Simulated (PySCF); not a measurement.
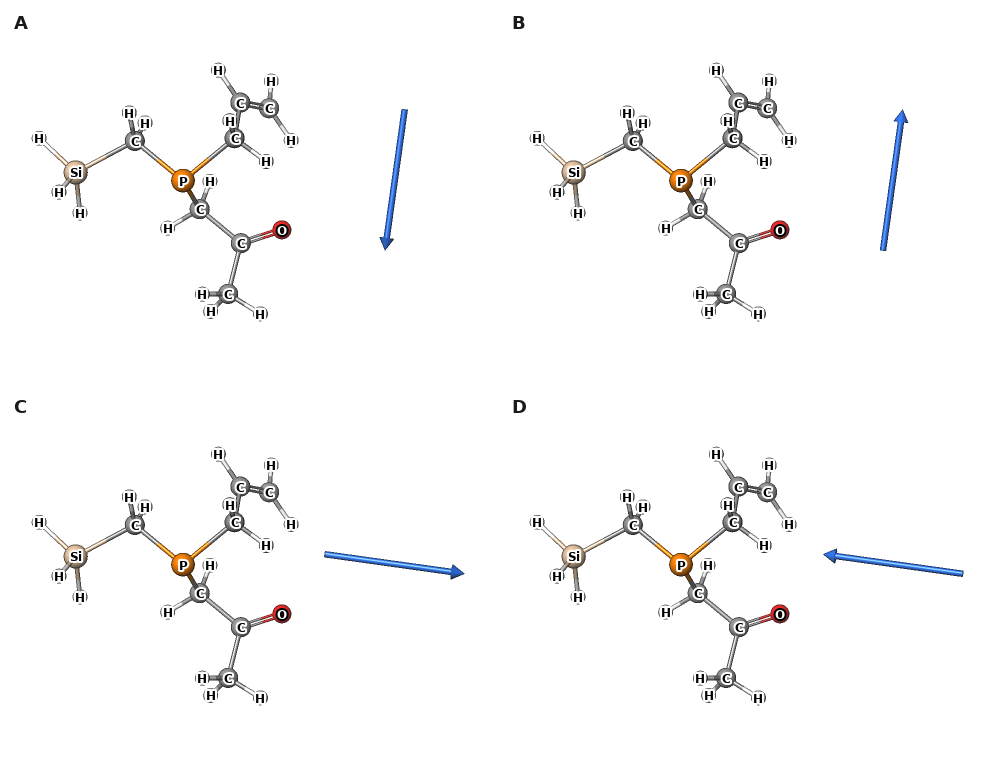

The same molecule four times, each with an arrow. The geometry was computed by an optimisation with PBE0-D3(BJ)/def2-SVP. No frequency run is at hand to confirm it as a minimum. Method: ωB97X-D/pcSseg-1, gas phase (PySCF 2.14.0).

Which arrow points along the dipole moment, from the negative to the positive end?

Answer. D. The dipole moment is 2.18 D.
